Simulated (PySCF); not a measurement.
## Electronic structure of C₅H₄OSi in real space

```xyz
11

C     2.9619    0.3247   -0.5796
C     1.8982    0.1451   -0.0467
Si    0.2524   -0.0761    0.7541
C    -0.9749   -1.1618   -0.2220
C    -1.8236   -0.1751   -0.5590
C    -1.2138    1.0197    0.0626
O    -1.5746    2.1683    0.0818
H     3.8941    0.4768   -1.0437
H     0.3947   -0.3061    2.1890
H    -1.0736   -2.2023   -0.4879
H    -2.7356   -0.2106   -1.1345
```

Geometry: GFN2-xTB.

Method: CAM-B3LYP/def2-SVPD, SCF density, gas phase in PySCF 2.14.0.

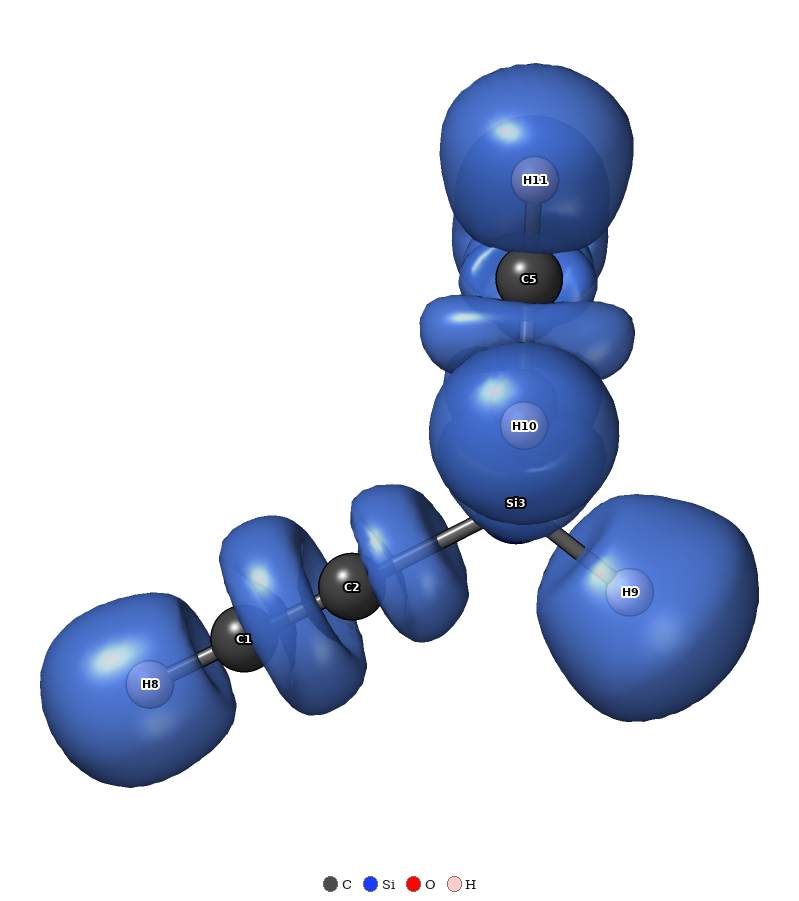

Figure 1. Isosurface of the ELF at 0.75 (blue), seen at an oblique angle. Only the valence region is drawn (cores and ρ < 0.01 e/Å³ removed).

Question: Identify the bonds, lone pairs and shells in this picture.

Answer: The surface consists of three regions between bonded C–C atoms (shared pairs), three regions between bonded C–Si atoms (shared pairs), four regions around hydrogen nuclei and one region on O in which the atom's valence shell and bonds are merged.


C–C (1.20 Å): the ELF peaks at about 0.85 between the atoms (a short, multiple covalent bond). C–O (1.20 Å): the ELF peaks at about 0.90 between the atoms (a multiple bond).

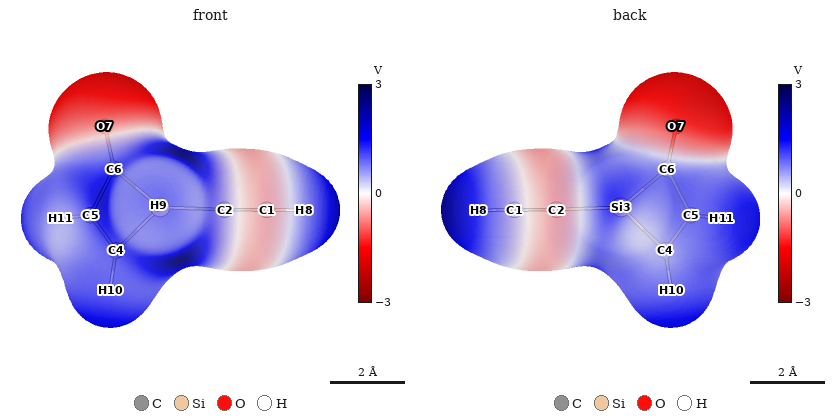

Figure 2. The electrostatic potential painted on the density surface at 0.004 e/bohr³, seen from the front and from behind; red is negative and blue positive.

Question: Which sites attract a positive test charge, and which a negative one?

Answer: A positive charge is drawn to the negative regions and a negative charge to the positive ones. The most negative region (about −2.0 V) lies over O7, the most positive (about +2.6 V) over Si3. O7 is the likeliest acceptor of a hydrogen bond.

Question: What dipole moment does the calculation give?

Answer: Its dipole moment is 3.50 D.
